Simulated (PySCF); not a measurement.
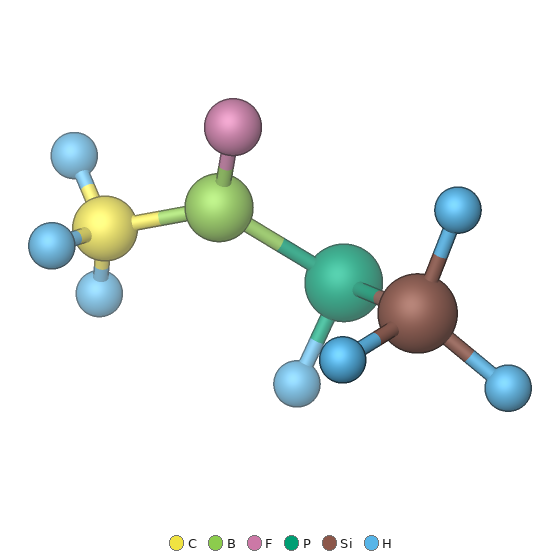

Structure of CH₇BFPSi, SMILES CB(F)P[SiH3].

Vertical TDDFT excitations, PBE0/aug-cc-pVDZ with PySCF, at a PBE0-D3(BJ)/def2-SVP geometry (no frequency check), gas phase.

> Where does it absorb, and how strongly?

The lowest singlet lies at 5.28 eV (235 nm, f = 0.048); the brightest of the first 10 is S3 at 6.18 eV (201 nm), f = 0.081, mainly HOMO−1 → LUMO (85 %). No singlet lies below 3.1 eV (beyond 400 nm), so at this level no vertical transition falls in the visible.


| state | E (eV) | λ (nm) | f | main character |
| --- | --- | --- | --- | --- |
| S1 | 5.28 | 235 | 0.048 | HOMO → LUMO (91 %) |
| S2 | 5.95 | 208 | 0.029 | HOMO → LUMO+1 (92 %) |
| S3 | 6.18 | 201 | 0.081 | HOMO−1 → LUMO (85 %) |
| S4 | 6.35 | 195 | 0.065 | HOMO → LUMO+2 (90 %) |
| S5 | 6.60 | 188 | 0.052 | HOMO → LUMO+4 (57 %) |
| S6 | 6.90 | 180 | 0.034 | HOMO → LUMO+3 (69 %) |
| S7 | 7.03 | 176 | 0.022 | HOMO → LUMO+5 (43 %) |
| S8/S9 | 7.16 | 173 | 0.012 | HOMO/HOMO−1 → LUMO+6/LUMO+1 |
| S10 | 7.24 | 171 | 0.019 | HOMO → LUMO+7 (62 %) |

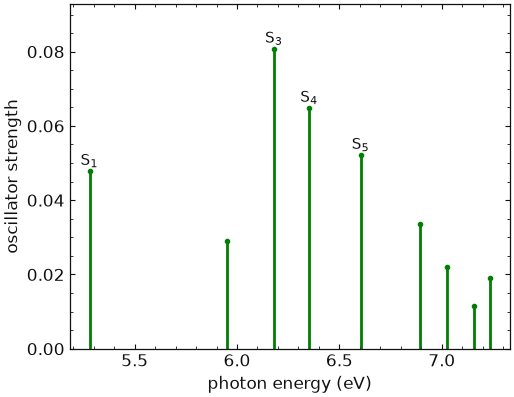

The lowest 10 singlet states are shown. States within 0.01 eV of each other are merged, with their strengths summed. The highest state may be half of a pair whose partner wasn't computed.

Known limits of this run: one conformer of a flexible molecule; core orbitals are frozen in the response.
